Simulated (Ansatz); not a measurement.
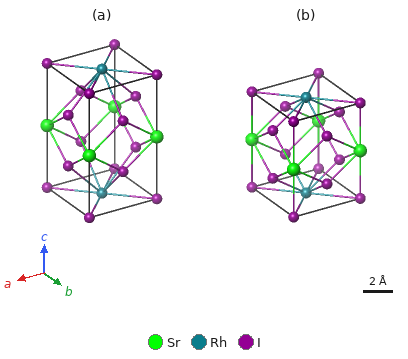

The structure of solid SrRhI$_{5}$ (built on the SiSnPd5-123 type type) before (left) and after (right) a relaxation, at one scale.

A ball-and-stick model of the cell of the calculation, seen from a free direction.

Level of theory: DFT, PBEsol, plane waves, PAW in Ansatz 0.2.0. Set-up: plane-wave cutoff 420 eV; k-point mesh 4 × 4 × 2; occupations fermi dirac; smearing width 0.03 eV; no spin polarisation; cell and atoms relaxed; force threshold 0.01 eV/Å; at most 120 steps.

**What changed between the two?**

The largest moves relative to the cell, 0.34 Å, are those of I atoms. Rh and Sr stay in place. Cell: a = b 5.596 → 5.524 Å (−1.3 %), c 9.750 → 7.502 Å (−23.1 %). Volume −25.0 %. Some distances before and after: I–Sr 4.875 → 3.751 Å, I–Rh 4.014 → 3.338 Å, I–I 4.014 → 3.338 Å, I–Sr 3.437 → 3.339 Å. New bonds form, among them: I–Sr (4.87 → 3.75 Å). Among the angles between lasting bonds that change: Sr–I–Sr 109.0° → 111.6°. The space group stays P4/mmm (No. 123). The energy falls by 1.824 eV per cell of the calculation in 8 accepted moves (10 points after the start). The largest force component goes from 0.13 to 0.00034 eV/Å. Pressure: −3.55 GPa at the start and 0.00 GPa at the end. At 2 points the geometry stayed and the basis and grid were re-selected for the new cell (energy shift of 5.4 meV per cell of the calculation at most each time).
